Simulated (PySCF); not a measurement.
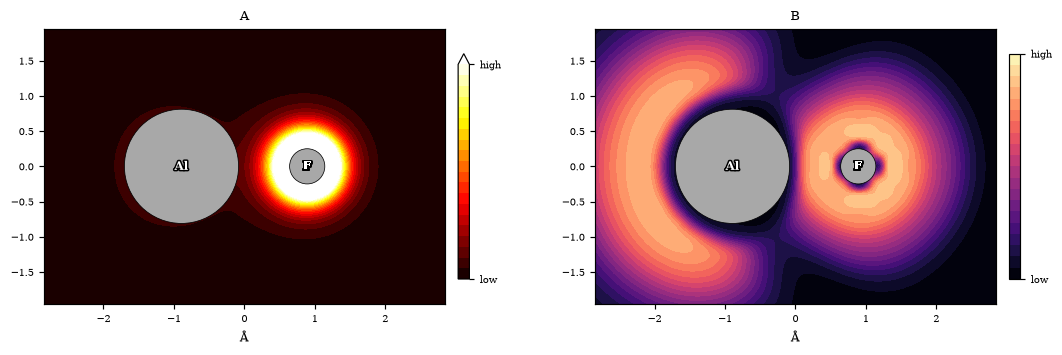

AlF (charge −1, doublet): 2 fields on a plane that holds the molecular axis, with unlabelled colour scales. Grey discs cover the atomic cores.

Level of theory: PBE0/def2-SVPD, non-relativistic Hamiltonian with scalar-relativistic core potentials where named, at a bond length of 1.785 Å in PySCF.

The panels show electron density and electron localisation function in some order. Assign them.

Answer. Panel A: electron density. Panel B: electron localisation function. From the grid: Al–F (1.78 Å): ρ at the midpoint is about 0.58 e/Å³; the ELF peaks at about 0.85 in the valence shell of F, 0.5 Å from its nucleus, and is about 0.25 at the midpoint.
